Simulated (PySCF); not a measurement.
## Electronic structure of C₃H₁₀B (charge −1) in real space

```xyz
14

C     2.0518   -0.0526    0.0322
B     0.5194   -0.6483    0.1768
C    -0.5634    0.5606   -0.1575
C    -2.0211    0.1227   -0.0535
H     2.2382    0.7779    0.7206
H     2.2539    0.3253   -0.9752
H     2.8139   -0.8107    0.2417
H     0.3603   -1.5765   -0.6109
H     0.3414   -1.0593    1.3198
H    -0.4000    0.9553   -1.1699
H    -0.4157    1.4095    0.5244
H    -2.2163   -0.6955   -0.7472
H    -2.7318    0.9320   -0.2762
H    -2.2313   -0.2409    0.9527
```

Geometry: GFN2-xTB.

These are results of PBE0/def2-SVPD, SCF density, gas phase in PySCF, not measurements.

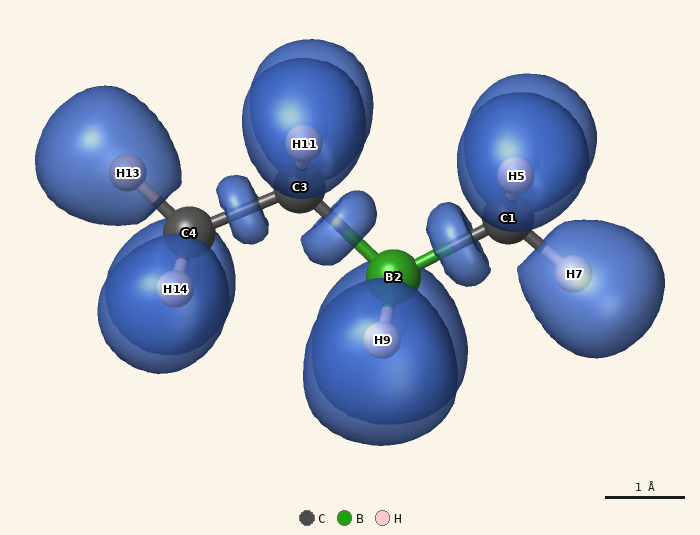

Figure 1. Isosurface of the ELF at 0.8 (blue), seen across its widest extent. Only the valence region is drawn (cores and ρ < 0.01 e/Å³ removed).

**What do the ELF domains correspond to?**

The ELF exceeds this value in two regions between bonded B–C atoms (shared pairs), one region between bonded C–C atoms (shared pairs) and ten regions around hydrogen nuclei. Profiles from the grid: C–C (1.53 Å): the ELF peaks at about 0.95 between the atoms: a covalent bond. C–B (1.65 Å): the ELF peaks at about 1 between the atoms (localised, covalent bonding).

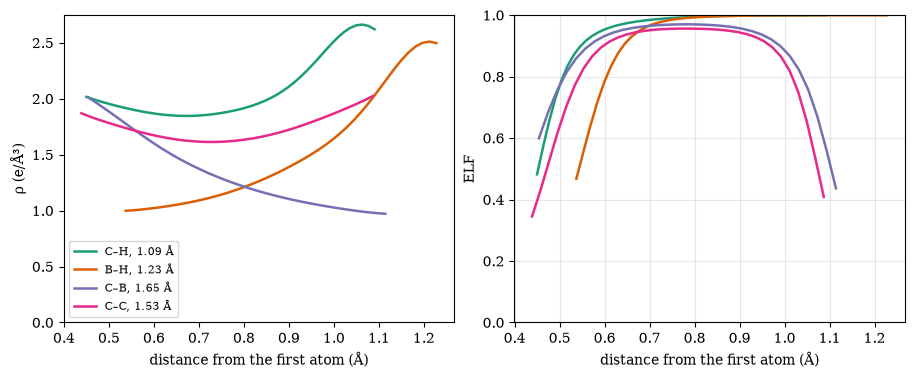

Figure 2. Electron density and ELF along straight lines between neighbouring atoms. The curves leave out the atomic cores.

**Compare the contacts.**

C–H (1.09 Å): ρ is about 1.9 e/Å³ halfway; the ELF climbs to about 1 towards the hydrogen, as it does in any bond to H; a covalent bond by its length.
B–H (1.23 Å): ρ at the midpoint is about 1 e/Å³; the ELF climbs to about 1 towards the hydrogen (an ordinary covalent bond to hydrogen).
C–B (1.65 Å): ρ at the midpoint is about 1.2 e/Å³; the ELF peaks at about 1 between the atoms; a shared electron pair.
C–C (1.53 Å): the density is about 1.6 e/Å³ at the midpoint; the ELF peaks at about 0.95 between the atoms, as expected for a covalent bond.
